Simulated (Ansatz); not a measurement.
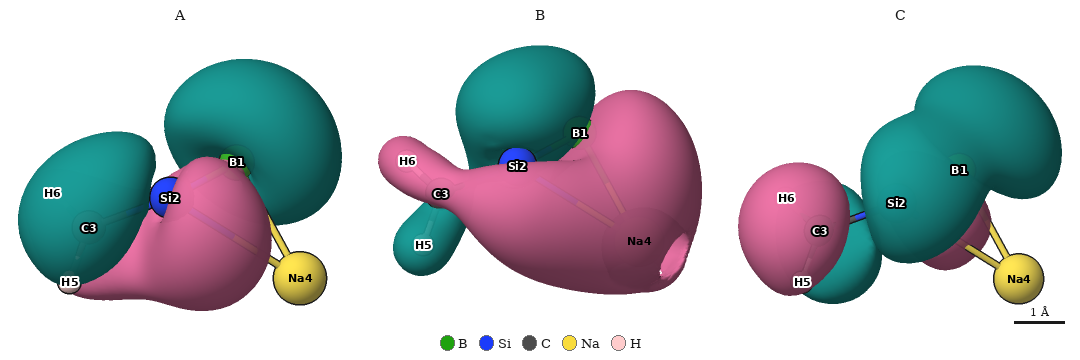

Figure 1: CH2BNaSi. Three frontier orbitals at ±0.06 Å⁻³ᐟ² (teal and pink are the two phases), in no order.

Method: RKS PBE/def2-SVP in Ansatz.

Input

```
crystal:
  periodic: [false, false, false]
  atoms:
    - { symbol: B, position_ang: [-0.13915, -2.79688, 0.94683] }
    - { symbol: Si, position_ang: [-0.17694, -1.10987, 0.30996] }
    - { symbol: C, position_ang: [0.27302, 0.6174, -0.05581] }
    - { symbol: Na, position_ang: [-1.52215, 1.32638, -1.42947] }
    - { symbol: H, position_ang: [1.21864, 0.7124, -0.61564] }
    - { symbol: H, position_ang: [0.34658, 1.25056, 0.84413] }
basis:
  gaussian: { orbitals: def2-SVP }
hamiltonian:
  xc: pbe
relax:
  f_tol: 0.02
  max_steps: 40
output:
  orbitals: {}
```

Command:

```sh
ansatz run input.yaml --threads 1 --pin off --max-ram 2048MiB --backend cpu --events-out ev --progress --plain --runs-dir out
```

The fields are those of the relaxed geometry.

Question: Which picture is the HOMO−1, the HOMO and the LUMO?

Answer: A is the HOMO−1 (−4.70 eV). Its weight (Hirshfeld) is mainly on B1 (about 40 %), C3 (about 25 %) and Si2 (about 25 %). B is the HOMO (−4.20 eV). It lies mainly on B1 (about 40 %), Si2 (about 35 %) and Na4 (about 20 %). C is the LUMO (−2.77 eV). Its weight (Hirshfeld) is mainly on B1 (about 40 %), C3 (about 30 %) and Si2 (about 20 %).

Question: What is the HOMO–LUMO gap?

Answer: 1.43 eV between the orbital energies.
